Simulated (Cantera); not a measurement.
A closed system holds: 1 mol NaCl, 1.5 mol H₂, at 19000 Pa.

These are equilibrium values from Cantera (NASA tables, ideal gas, pure condensed phases), not measurements of a reactor. Candidate condensed phases: Na, NaCl; 10 gas species. Kinetics and transport are ignored.

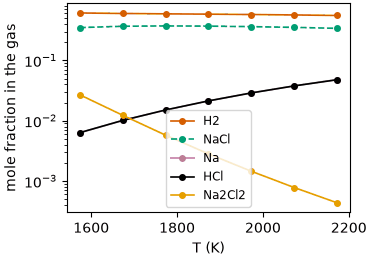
Equilibrium gas composition (values under 1e-9 drawn at 1e-9)

From 1573 K to 2173 K nothing is condensed. The main Na-bearing gas is NaCl throughout.
